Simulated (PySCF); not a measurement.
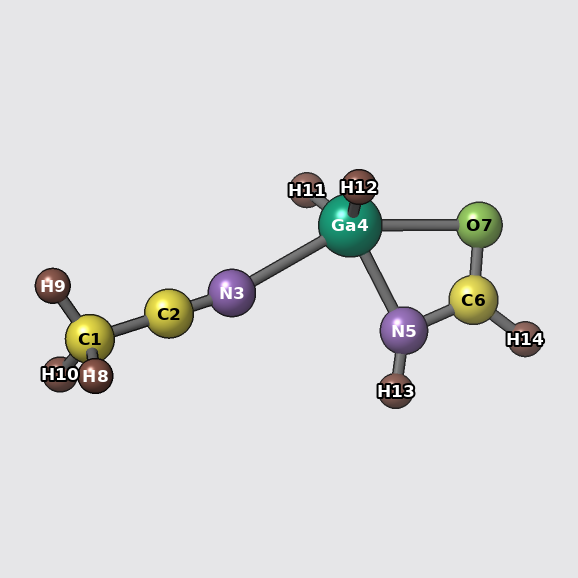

Computed geometry: PBE0-D3(BJ)/def2-SVP optimisation. No frequency run is at hand to confirm it as a minimum. Properties computed with delta-SCF UKS SCAN, pcX-2 on the ionised atom, pcseg-1 elsewhere, spin-free X2C (PySCF 2.14.0).

Give the core-electron binding energies (to vacuum) of C1 1s, C2 1s, N3 1s, N5 1s, C6 1s, O7 1s.

```json
{"atom": "C1", "level": "1s", "binding energy (eV)": "293.3"}
{"atom": "C2", "level": "1s", "binding energy (eV)": "293.0"}
{"atom": "N3", "level": "1s", "binding energy (eV)": "406.0"}
{"atom": "N5", "level": "1s", "binding energy (eV)": "404.2"}
{"atom": "C6", "level": "1s", "binding energy (eV)": "293.0"}
{"atom": "O7", "level": "1s", "binding energy (eV)": "536.7"}
```
